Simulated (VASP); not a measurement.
Band structure of HfN (rock salt). Computed with PBE GGA with D4 dispersion, VASP's PBE PAW potentials (set 64) (plane waves; VASP 6.6.1).

Unless said otherwise, spin-orbit coupling is left out, though it shifts the bands of the heavy elements here.

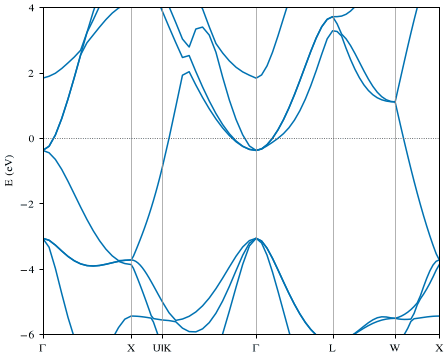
Figure. Bands along high-symmetry lines, zero at the valence-band maximum or, without a gap, the Fermi level

### Question
Read the plot: is there a gap, and where are the band edges?

### Answer
It has no gap at this level: it comes out as a metal or semimetal. (Edges off the drawn lines would not show.)

The compound is HfN in the rock salt structure. It was relaxed first. The electron count is odd and the run is not spin-polarised, which forces a metal.
